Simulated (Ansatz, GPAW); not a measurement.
# Optical response of Ca3GeP (model structure)

Aim: the dielectric function of Ca3GeP (model structure), and the optical constants that follow from it. The cell was made here by substitution or stacking, whether or not such a phase is known. It was built so: All N replaced by P in the Pm-3m structure of Ca3GeN. The cell is first relaxed with Ansatz.

Program: GPAW 26.7.0. Level of theory: DFT, RPBE, plane-wave PAW (GPAW data sets), scalar-relativistic, RPA, optical limit. Results are calculated unless marked as measured.

## Step 1: Set-up

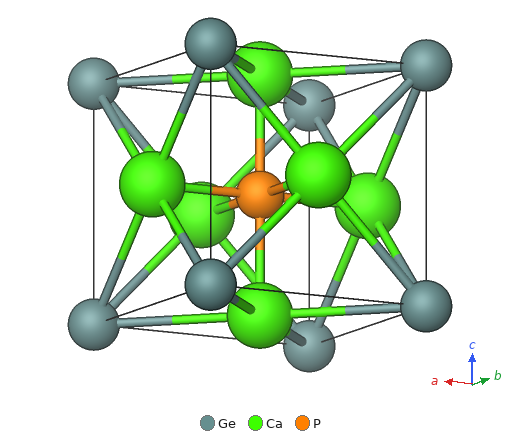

The cell as given, from a free direction (germanium teal, calcium green, phosphorus orange). Some periodic images of atoms are drawn too.

## Step 2: Relaxation

Spectra hang on bond lengths, so the cell is first brought to its minimum.

This step: DFT, RPBE, plane-wave PAW, default files, scalar-relativistic, relaxation (Ansatz 0.2.0).

Input file input.yaml:

```yaml
crystal:
  lattice:
    - [4.97167624, 0.0, 0.0]
    - [0.0, 4.97167624, 0.0]
    - [0.0, 0.0, 4.97167624]
  atoms:
    - { symbol: Ge, position: [0.0, 0.0, 0.0] }
    - { symbol: Ca, position: [0.5, 0.5, 0.0] }
    - { symbol: Ca, position: [0.5, 0.0, 0.5] }
    - { symbol: Ca, position: [0.0, 0.5, 0.5] }
    - { symbol: P, position: [0.5, 0.5, 0.5] }
kpoints:
  mp_grid: { grid: [5, 5, 5] }
scf:
  occupations: { method: fermi_dirac, width: 0.05 }
hamiltonian:
  xc: rpbe
output:
  forces: true
  stress: true
  write_density: true
  write_potential: true
  elf: true
  volumetric_format: npy
relax:
  f_tol: 0.02
  max_steps: 50
  cell: {}
```

On the command line:

```
$ ansatz run input.yaml --threads 1 --pin off --max-ram 4096MiB --backend cpu --events-out ev --progress --plain --runs-dir out
```

Numbers of over 12 decimals in the logs are rounded to 6 here.

The program printed:

```text
Engine: ansatz 0.2.0, x86_64-unknown-linux-gnu
Pseudopotentials: kind: paw
Pseudopotential: Ge, paw, valence charge 14, recommended cutoff 420 eV (normal), Ge.paw.azcp
Pseudopotential: Ca, paw, valence charge 10, recommended cutoff 420 eV (normal), Ca.paw.azcp
Pseudopotential: P, paw, valence charge 5, recommended cutoff 420 eV (normal), P.paw.azcp
Functional definition: RPBE
  parameter kappa = 0.804
  parameter beta = 0.066725
  exchange = rpbe_x(kappa = kappa, mu = beta*pi^2/3)
  correlation = pbe_c(beta = beta)
Crystal: 5 atoms, lattice volume = 122.888 Å³
Basis set: ecut = 420 eV, 2469 PW (Γ), exchange–correlation on 72×72×72 points (8 copies of the dense FFT grid, shifted against one another)
Bands: 30, of which v1, the nominal top of the filled ones, is band 25 counted from 1 (24 counted from 0)
Symmetry: 48 space group operations
Space group: Pm-3m (ITA 221), of the structure as read, at distance tolerance 5.0e-5 Å
k-points: 10 of 125
Non-local potential: Ge, projectors of the file, l = 0: 2, l = 1: 2, l = 2: 3, l = 3: 1
Non-local potential: Ca, projectors of the file, l = 0: 3, l = 1: 2, l = 2: 2
Non-local potential: P, projectors of the file, l = 0: 2, l = 1: 2, l = 2: 2
PAW form: soft (Blöchl's): semilocal exchange-correlation on the pseudo side does not see the compensation charge
PAW frozen core: Ge, regenerated for the run's functional, and the local potential with it (the file was generated under x = pbe(κ = 0.804, μ = 0.219515), c = pbe(β = 0.066725))
PAW frozen core: Ca, regenerated for the run's functional, and the local potential with it (the file was generated under x = pbe(κ = 0.804, μ = 0.219515), c = pbe(β = 0.066725))
PAW frozen core: P, regenerated for the run's functional, and the local potential with it (the file was generated under x = pbe(κ = 0.804, μ = 0.219515), c = pbe(β = 0.066725))
PAW one-centre angular grid: Ge, 590 points (default); XC on 64 Gauss nodes
PAW one-centre angular grid: Ca, 110 points (default); XC on 64 Gauss nodes
PAW one-centre angular grid: P, 110 points (default); XC on 64 Gauss nodes
Initial density: superposition of atomic densities (neutral atoms: chi_scale 0, normalization atom), corrected by the library's trained network
Initial wavefunctions: pseudopotential atomic-orbital guess
Functional: x = rpbe, c = pbe(β = 0.066725)
SCF iter   1: F=—  HF=-10524.771216 eV  |F-HF|=—  |Δ(HF+E_count)|=         —  Δρ=2.32e-3  dr2=1.42e-2  ethr=1.77e-3  ⟨swp⟩=10.6  Hψ=1610  notcnv=0
preconditioner: auto → Resta (q_TF=auto, 2.341 Å⁻¹)  ε∞=6.1  [insulator: Δε(μ)=0.206 eV  Ē_g=5.723 eV  σ=0.050 eV  W_gap=0.52  n_scr=26 (ndim 8)  ℏωp=13.0 eV  f_vac=0.000  D(μ)=4.88/eV (n_scr^D=32)  ε∞_Penn≈6.1]
SCF iter   2: F=—  HF=-10524.770231 eV  |F-HF|=—  |Δ(HF+E_count)|=   9.85e-4  Δρ=1.23e-3  dr2=2.47e-3  ethr=2.90e-5  ⟨swp⟩=3.2  Hψ=655  notcnv=0  defer=3
SCF iter   3: F=—  HF=-10524.770496 eV  |F-HF|=—  |Δ(HF+E_count)|=   2.66e-4  Δρ=5.22e-4  dr2=3.95e-4  ethr=5.03e-6  ⟨swp⟩=2.1  Hψ=451  notcnv=0  defer=6
SCF iter   4: F=—  HF=-10524.770560 eV  |F-HF|=—  |Δ(HF+E_count)|=   6.35e-5  Δρ=2.14e-4  dr2=8.43e-5  ethr=8.07e-7  ⟨swp⟩=2.0  Hψ=501  notcnv=0  defer=6
SCF iter   5: F=—  HF=-10524.770535 eV  |F-HF|=—  |Δ(HF+E_count)|=   2.45e-5  Δρ=5.87e-5  dr2=3.30e-6  ethr=1.72e-7  ⟨swp⟩=2.0  Hψ=506  notcnv=0  defer=5
SCF iter   6: F=—  HF=-10524.770536 eV  |F-HF|=—  |Δ(HF+E_count)|=   6.59e-7  Δρ=2.02e-5  dr2=5.42e-7  ethr=6.72e-9  ⟨swp⟩=2.0  Hψ=506  notcnv=0  defer=5
SCF iter   7: F=—  HF=-10524.770536 eV  |F-HF|=—  |Δ(HF+E_count)|=   1.82e-7  Δρ=9.96e-6  dr2=1.18e-7  ethr=2.04e-10  ⟨swp⟩=8.8  Hψ=1802  notcnv=0
SCF iter   8: F=-10524.770536 eV  HF=-10524.770536 eV  |F-HF|=2.70e-9  |Δ(HF+E_count)|=   4.15e-8  Δρ=2.40e-6  dr2=7.76e-9  ethr=2.04e-10  ⟨swp⟩=8.4  Hψ=1632  notcnv=0
SCF 1 converged in 8 iterations: F = -10524.770536 eV  dr2 = 7.76e-9
  greatest PAW one-centre occupation: 0.998 electrons in one spin orbital (limit 2), on the Ge atom at site 0 (counted from 0), in its partial waves of l = 2
relax step   1: F+E_penalty+E_count = -10524.77053631 eV  Δ(F+E_penalty+E_count) = +0.000e0 eV  max|allowed force component| = 2.096e-29 eV/Å  Δτ_max = 0.0000 Å  P = +15.472 GPa  Ω = 122.888 Å³  (8 SCF iters, dr2 threshold 1.00e-7 eV, accepted)
Crystal: 5 atoms, lattice volume = 141.750 Å³
Basis set: ecut = 420 eV, 2777 PW (Γ), exchange–correlation on 72×72×72 points (8 copies of the dense FFT grid, shifted against one another)
Initial density: handed on by an earlier stage of this run
Initial wavefunctions: those handed on with the density
iter 1 solved again at ethr=1.38e-3 eV; its pass at ethr=3.10e-3 eV (dr2=6.76e-1 eV) is discarded
SCF iter   1: F=—  HF=-10526.110509 eV  |F-HF|=—  |Δ(HF+E_count)|=         —  Δρ=1.02e-2  dr2=6.79e-1  ethr=1.38e-3  ⟨swp⟩=1.0  Hψ=1791  notcnv=0
preconditioner: auto → Resta (q_TF=auto, 2.286 Å⁻¹)  ε∞=5.8  [insulator: Δε(μ)=0.256 eV  Ē_g=5.512 eV  σ=0.050 eV  W_gap=0.59  n_scr=26 (ndim 8)  ℏωp=12.1 eV  f_vac=0.000  D(μ)=5.22/eV (n_scr^D=32)  ε∞_Penn≈5.8]
SCF iter   2: F=—  HF=-10525.965985 eV  |F-HF|=—  |Δ(HF+E_count)|=   1.45e-1  Δρ=3.30e-3  dr2=6.42e-2  ethr=1.38e-3  ⟨swp⟩=2.7  Hψ=407  notcnv=0
preconditioner: auto → Kerker (q_TF=auto, 2.286 Å⁻¹)  [metal: Δε(μ)=0.145 eV  Ē_g=5.515 eV  σ=0.050 eV  W_gap=0.48  n_scr=26 (ndim 8)  ℏωp=12.1 eV  f_vac=0.000  D(μ)=4.93/eV (n_scr^D=32)]
SCF iter   3: F=—  HF=-10525.952108 eV  |F-HF|=—  |Δ(HF+E_count)|=   1.39e-2  Δρ=1.71e-3  dr2=9.40e-3  ethr=1.31e-4  ⟨swp⟩=2.7  Hψ=653  notcnv=0  defer=9
SCF iter   4: F=—  HF=-10525.951788 eV  |F-HF|=—  |Δ(HF+E_count)|=   3.20e-4  Δρ=1.01e-3  dr2=2.98e-3  ethr=1.92e-5  ⟨swp⟩=2.0  Hψ=512  notcnv=0  defer=9
SCF iter   5: F=—  HF=-10525.951872 eV  |F-HF|=—  |Δ(HF+E_count)|=   8.44e-5  Δρ=2.95e-4  dr2=2.49e-4  ethr=6.09e-6  ⟨swp⟩=3.0  Hψ=498  notcnv=0  defer=9
SCF iter   6: F=—  HF=-10525.951758 eV  |F-HF|=—  |Δ(HF+E_count)|=   1.14e-4  Δρ=8.78e-5  dr2=1.38e-5  ethr=5.07e-7  ⟨swp⟩=2.0  Hψ=505  notcnv=0  defer=9
SCF iter   7: F=—  HF=-10525.951766 eV  |F-HF|=—  |Δ(HF+E_count)|=   8.12e-6  Δρ=3.52e-5  dr2=2.40e-6  ethr=2.82e-8  ⟨swp⟩=2.0  Hψ=510  notcnv=0  defer=9
SCF iter   8: F=-10525.951768 eV  HF=-10525.951768 eV  |F-HF|=9.53e-9  |Δ(HF+E_count)|=   1.62e-6  Δρ=7.07e-6  dr2=1.04e-7  ethr=1.02e-9  ⟨swp⟩=9.9  Hψ=1899  notcnv=0
SCF 2 converged in 8 iterations: F = -10525.951768 eV  dr2 = 1.04e-7
relax step   2: F+E_penalty+E_count = -10525.95176786 eV  Δ(F+E_penalty+E_count) = -1.181e0 eV  max|allowed force component| = 8.756e-30 eV/Å  Δτ_max = 0.0000 Å  P = +5.608 GPa  Ω = 141.750 Å³  energy of the carried Pulay correction = -1.553e-3 eV  (8 SCF iters, dr2 threshold 5.00e-7 eV, accepted)
Crystal: 5 atoms, lattice volume = 155.264 Å³
Basis set: ecut = 420 eV, 2969 PW (Γ), exchange–correlation on 72×72×72 points (8 copies of the dense FFT grid, shifted against one another)
iter 1 solved again at ethr=4.48e-4 eV; its pass at ethr=3.10e-3 eV (dr2=2.20e-1 eV) is discarded
SCF iter   1: F=—  HF=-10526.286730 eV  |F-HF|=—  |Δ(HF+E_count)|=         —  Δρ=5.49e-3  dr2=2.22e-1  ethr=4.48e-4  ⟨swp⟩=1.0  Hψ=1791  notcnv=0
preconditioner: auto → Kerker (q_TF=auto, 2.251 Å⁻¹)  [metal: Δε(μ)=0.135 eV  Ē_g=5.348 eV  σ=0.050 eV  W_gap=0.46  n_scr=26 (ndim 8)  ℏωp=11.5 eV  f_vac=0.000  D(μ)=5.13/eV (n_scr^D=32)]
SCF iter   2: F=—  HF=-10526.249878 eV  |F-HF|=—  |Δ(HF+E_count)|=   3.69e-2  Δρ=2.93e-3  dr2=6.89e-2  ethr=4.48e-4  ⟨swp⟩=2.3  Hψ=383  notcnv=0
SCF iter   3: F=—  HF=-10526.234430 eV  |F-HF|=—  |Δ(HF+E_count)|=   1.54e-2  Δρ=1.28e-3  dr2=6.05e-3  ethr=1.41e-4  ⟨swp⟩=3.0  Hψ=651  notcnv=0  defer=8
SCF iter   4: F=—  HF=-10526.232929 eV  |F-HF|=—  |Δ(HF+E_count)|=   1.50e-3  Δρ=7.12e-4  dr2=2.01e-3  ethr=1.23e-5  ⟨swp⟩=2.0  Hψ=503  notcnv=0  defer=8
SCF iter   5: F=—  HF=-10526.232688 eV  |F-HF|=—  |Δ(HF+E_count)|=   2.40e-4  Δρ=2.24e-4  dr2=1.40e-4  ethr=4.10e-6  ⟨swp⟩=2.2  Hψ=390  notcnv=0  defer=8
SCF iter   6: F=—  HF=-10526.232528 eV  |F-HF|=—  |Δ(HF+E_count)|=   1.60e-4  Δρ=7.40e-5  dr2=1.00e-5  ethr=2.85e-7  ⟨swp⟩=2.0  Hψ=508  notcnv=0  defer=8
SCF iter   7: F=—  HF=-10526.232533 eV  |F-HF|=—  |Δ(HF+E_count)|=   4.76e-6  Δρ=2.90e-5  dr2=2.00e-6  ethr=2.05e-8  ⟨swp⟩=2.0  Hψ=508  notcnv=0  defer=8
SCF iter   8: F=-10526.232534 eV  HF=-10526.232534 eV  |F-HF|=3.92e-9  |Δ(HF+E_count)|=   1.16e-6  Δρ=6.98e-6  dr2=9.23e-8  ethr=1.02e-9  ⟨swp⟩=9.9  Hψ=1991  notcnv=0
SCF 3 converged in 8 iterations: F = -10526.232534 eV  dr2 = 9.23e-8
relax step   3: F+E_penalty+E_count = -10526.23253387 eV  Δ(F+E_penalty+E_count) = -2.808e-1 eV  max|allowed force component| = 1.440e-29 eV/Å  Δτ_max = 0.0000 Å  P = +1.353 GPa  Ω = 155.264 Å³  energy of the carried Pulay correction = -2.537e-3 eV  (8 SCF iters, dr2 threshold 5.00e-7 eV, accepted)
[...]
relax step   4: F+E_penalty+E_count = -10526.25505384 eV  Δ(F+E_penalty+E_count) = -2.252e-2 eV  max|allowed force component| = 1.088e-29 eV/Å  Δτ_max = 0.0000 Å  P = +0.183 GPa  Ω = 160.112 Å³  energy of the carried Pulay correction = -2.868e-3 eV  (7 SCF iters, dr2 threshold 5.00e-7 eV, accepted)
[...]
relax step   5: F+E_penalty+E_count = -10526.25546673 eV  Δ(F+E_penalty+E_count) = -4.129e-4 eV  max|allowed force component| = 1.279e-29 eV/Å  Δτ_max = 0.0000 Å  P = +0.007 GPa  Ω = 160.898 Å³  energy of the carried Pulay correction = -2.920e-3 eV  (6 SCF iters, dr2 threshold 8.37e-8 eV, accepted)
[...]
relax step   6: F+E_penalty+E_count = -10526.26946876 eV  Δ(F+E_penalty+E_count) = -1.400e-2 eV  max|allowed force component| = 7.889e-30 eV/Å  Δτ_max = 0.0000 Å  P = +0.172 GPa  Ω = 160.898 Å³  stress off target by 1.72e-1 GPa  SCF on the basis re-selected at this cell (its energy is not comparable with the rows above)  (10 SCF iters)
[...]
relax step   7: F+E_penalty+E_count = -10526.26985126 eV  Δ(F+E_penalty+E_count) = -3.825e-4 eV  max|allowed force component| = 6.669e-29 eV/Å  Δτ_max = 0.0000 Å  P = +0.012 GPa  Ω = 161.673 Å³  energy of the carried Pulay correction = -6.065e-5 eV  (6 SCF iters, dr2 threshold 7.39e-8 eV, accepted)
iter 1 solved again at ethr=2.61e-7 eV; its pass at ethr=3.10e-3 eV (dr2=1.28e-4 eV) is discarded
SCF iter   1: F=—  HF=-10526.269363 eV  |F-HF|=—  |Δ(HF+E_count)|=         —  Δρ=1.10e-4  dr2=4.35e-7  ethr=2.61e-7  ⟨swp⟩=4.3  Hψ=2577  notcnv=0
preconditioner: auto → Kerker (q_TF=auto, 2.236 Å⁻¹)  [metal: Δε(μ)=0.011 eV  Ē_g=5.274 eV  σ=0.050 eV  W_gap=0.06  n_scr=26 (ndim 8)  ℏωp=11.3 eV  f_vac=0.000  D(μ)=5.19/eV (n_scr^D=32)]
SCF iter   2: F=—  HF=-10526.269804 eV  |F-HF|=—  |Δ(HF+E_count)|=   4.41e-4  Δρ=5.54e-5  dr2=1.17e-7  ethr=8.88e-10  ⟨swp⟩=2.2  Hψ=558  notcnv=0
SCF iter   3: F=—  HF=-10526.269920 eV  |F-HF|=—  |Δ(HF+E_count)|=   1.16e-4  Δρ=2.53e-6  dr2=4.20e-9  ethr=2.38e-10  ⟨swp⟩=2.0  Hψ=464  notcnv=0
SCF iter   4: F=—  HF=-10526.269920 eV  |F-HF|=—  |Δ(HF+E_count)|=   1.80e-7  Δρ=7.65e-7  dr2=1.50e-9  ethr=8.56e-12  ⟨swp⟩=2.0  Hψ=519  notcnv=0
SCF iter   5: F=—  HF=-10526.269920 eV  |F-HF|=—  |Δ(HF+E_count)|=   4.10e-9  Δρ=4.03e-7  dr2=3.86e-10  ethr=3.05e-12  ⟨swp⟩=2.0  Hψ=511  notcnv=0
SCF iter   6: F=-10526.269920 eV  HF=-10526.269920 eV  |F-HF|=5.64e-11  |Δ(HF+E_count)|=  3.27e-11  Δρ=1.59e-7  dr2=2.45e-11  ethr=1.00e-12  ⟨swp⟩=5.9  Hψ=1562  notcnv=0
SCF 8 converged in 6 iterations: F = -10526.269920 eV  dr2 = 2.45e-11
relax step   8: F+E_penalty+E_count = -10526.26992015 eV  Δ(F+E_penalty+E_count) = -6.890e-5 eV  max|allowed force component| = 6.669e-29 eV/Å  Δτ_max = 0.0000 Å  P = +0.012 GPa  Ω = 161.673 Å³  stress off target by 1.16e-2 GPa  SCF on the basis re-selected at this cell (its energy is not comparable with the rows above)  (6 SCF iters)
basis re-selected at this cell: Δ(F+E_penalty+E_count) = -6.890e-5 eV, ΔP = -0.000 GPa vs the last step (what re-selecting the basis moved, of the pressure what is left beyond the Pulay correction that the steps carried, after the strain that the cell walked since its last selection, with what the two solves' SCF thresholds leave and, on support functions, any second-order correction that the steps lacked; it is no m [...]
SCF converged after 6 iterations
Free energy (F): -10526.269920 eV
Harris-Foulkes:  -10526.269920 eV  (|F-HF|=5.64e-11)
Internal energy: -10526.230459 eV  (E = F + TS)
E sigma→0 (E₀):  -10526.250190 eV
Entropy (-TS):   -0.039461 eV (-7.892 meV/atom)
Fermi energy:    5.304355 eV
--- Per-component energies (eV) ---
  E_band       = -670.178286
  E_kinetic    = 1011.690925
  E_local      = -5213.960662  (includes V_loc(G=0)·N_el)
  E_nonlocal   = 636.444299
  E_hartree    = 2019.209746
  E_xc         = -548.885326
  E_vxc        = -636.513885  (∫ρ·V_xc dr)
  E_paw        = -5181.648827  (= ΣΔE_a)
  E_vpaw       = -506.258933  (= ΣTr[D̂ρ^β])
  E_aug_tail   = 0.000292  (compensation charges beyond the density's cutoff)
  E_ewald      = -3248.714725
  E_core_change = -0.366181  (= ΣΔE_core)
  E_smearing   = -0.039461  (= −TS)
  E_closure    = -0.000000  (closes the sum)
  Σ components = -10526.269920   (vs F -10526.269920, Δ=0.00e0)
--- Forces (eV/Å), atoms counted from 1 ---
  atom   1  Ge    -0.00000000     0.00000000    -0.00000000
  atom   2  Ca     0.00000000    -0.00000000     0.00000000
  atom   3  Ca     0.00000000     0.00000000     0.00000000
  atom   4  Ca     0.00000000    -0.00000000     0.00000000
  atom   5  P      0.00000000     0.00000000     0.00000000
  max |Σ_I F_I| component: 2.56e-28 eV/Å
--- Stress (GPa, compression-positive) ---
        0.011618       0.000000       0.000000
        0.000000       0.011618       0.000000
        0.000000       0.000000       0.011618
  P = ⅓ Tr σ = 0.0116 GPa (0.116 kbar)
--- Band table (eV; the first three rows and the last of 10) ---
  k-point 0: bands = [... 21 lower, 3.7960, 6.0628, 6.0953, 6.0953, 6.0953, 6.3719, 6.3719, 6.7035, ... 1 higher]
  k-point 1: bands = [... 21 lower, 3.7866, 4.7801, 5.6460, 5.6460, 6.5575, 6.5844, 6.7843, 7.3710, ... 1 higher]
  k-point 2: bands = [... 21 lower, 3.7717, 3.9216, 5.2978, 5.2978, 6.9422, 7.0576, 7.0787, 8.1776, ... 1 higher]
  k-point 9: bands = [... 21 lower, 2.5200, 4.6043, 4.6043, 4.6553, 7.5835, 7.7161, 7.7161, 8.1091, ... 1 higher]
--- Relaxed structure (6 steps of the walk, 6 accepted, 2 SCFs on fresh bases) ---
  F+E_penalty+E_count = -10526.26992015 eV   max|allowed force component| = 6.669e-29 eV/Å   (the final SCF, on the basis selected at the relaxed cell)
  cell:  # Å, volume = 161.6727 Å³
    - [5.447688, 0, 0]
    - [0, 5.447688, 0]
    - [0, 0, 5.447688]
  atoms:
    - { symbol: Ge, position: [0, 0, 0] }
    - { symbol: Ca, position: [0.500000, 0.500000, 0] }
    - { symbol: Ca, position: [0.500000, 0, 0.500000] }
    - { symbol: Ca, position: [0, 0.500000, 0.500000] }
    - { symbol: P, position: [0.500000, 0.500000, 0.500000] }
```

Wall time 19 s (1 thread of AMD EPYC 9R14 (Zen 4), shared host); peak memory 0.48 GiB.

The steps of the relaxation:

```csv
step,energy less that of the first step (eV),largest force component (eV/Å),pressure (GPa),volume (Å³)
1,0.0000,0.0000,15.47,122.89
2,-1.1812,0.0000,5.61,141.75
3,-1.4620,0.0000,1.35,155.26
4,-1.4845,0.0000,0.18,160.11
5,-1.4849,0.0000,0.01,160.90
6*,-1.4989,0.0000,0.17,160.90
7,-1.4993,0.0000,0.01,161.67
8*,-1.4994,0.0000,0.01,161.67
```

Relaxation steps marked * repeat the geometry before them on a plane-wave basis chosen anew for their cell, so energy and pressure can jump there.

The run keeps the 48 symmetry operations that it works with, so distortions that break them were not tested.

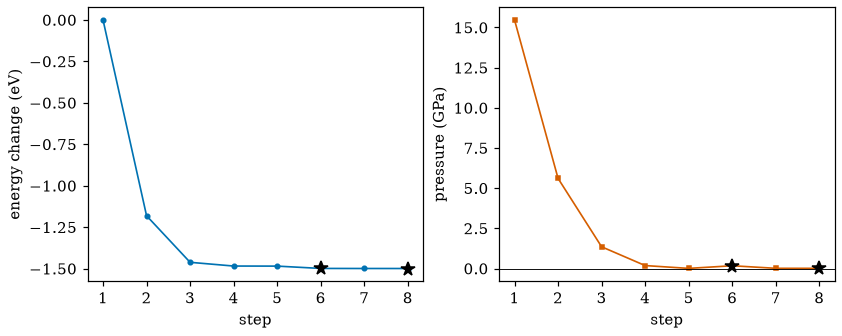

Energy and pressure along the relaxation. Stars mark steps on a basis chosen anew.

```csv
"conventional cell, symmetrised",before,after,change
a (Å),4.972,5.448,+9.6 %
b (Å),4.972,5.448,+9.6 %
c (Å),4.972,5.448,+9.6 %
volume (Å³/atom),24.58,32.33,+31.6 %
```

Final coordinates:

```
Ge Ca P
1.0
     5.44769    0.00000    0.00000
     0.00000    5.44769    0.00000
     0.00000    0.00000    5.44769
Ge Ca P
1 3 1
Cartesian
  0.0000 0.0000 0.0000
  2.7238 2.7238 0.0000
  2.7238 0.0000 2.7238
  0.0000 2.7238 2.7238
  2.7238 2.7238 2.7238
```

The relaxation ends with a pressure of 0.01 GPa.

[end of part 1 of 3]

[Machine, clock and banner lines and Python warnings are left out of the logs.]

[Logs are printed without paths, hosts, clocks, repeated set-up lines and the standing remarks that a program may print on its own settings, such as how far it seeks lower states.]

[Hosts, paths, dates, database ids (printed as entryN), source tags and the programs' standing remarks are cut or masked in the printed files.]
